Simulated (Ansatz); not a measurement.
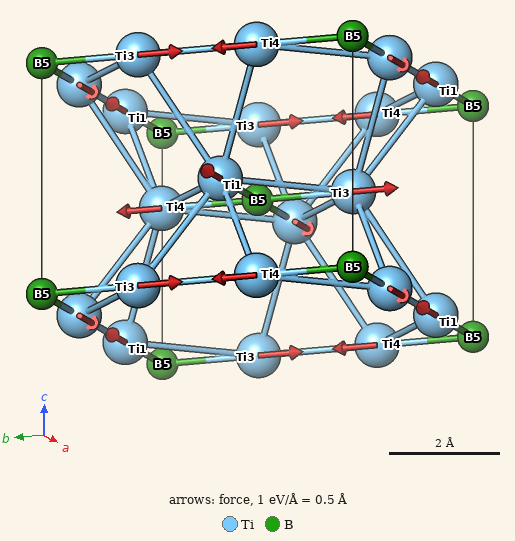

Starting geometry of crystalline Ti4B (a generated structure, set up in I4/mmm) (coarse preliminary run) with the computed forces as red arrows. The picture is a ball-and-stick view of the conventional cell (2 times the calculation's cell), seen from a free direction. Lengths and directions refer to the drawn axes.

All numbers below come from Ansatz 0.2.0, DFT PBE, scalar-relativistic, plane waves, PAW. (plane-wave cutoff 420 eV; k-point mesh 6 × 6 × 6; occupations gaussian; smearing width 0.1 eV; no spin polarisation; cell and atoms relaxed; force threshold 0.04 eV/Å; at most 70 steps)

What follows when this structure is relaxed?

It isn't relaxed: the largest force vector, on Ti atoms, is 1.78 eV/Å. Measured relative to the changing cell, the final displacements run against the starting forces (cosine between the two patterns −1.00). The largest moves relative to the cell, 0.24 Å, are those of Ti atoms. B stays in place. The volume changes by +8.2 %, with a = b 6.062 → 7.729 Å (+27.5 %), c 4.311 → 2.870 Å (−33.4 %). Some distances before and after: Ti–Ti 4.311 → 2.870 Å, Ti–Ti 2.314 → 3.424 Å, Ti–Ti 2.650 → 3.044 Å, B–Ti 1.874 → 2.152 Å. Bonds break: Ti–Ti (2.31 → 3.42 Å). The space group stays I4/mmm (No. 139). The energy falls by 1053 meV per atom in 16 accepted moves (18 points after the start). The largest force component goes from 1.8 to 0.00081 eV/Å. The pressure goes from 34.62 to 0.01 GPa. The SCF was repeated twice at an unchanged geometry on a basis and grid sized afresh for the cell, which shifted the energy by 85.6 meV per atom at most.
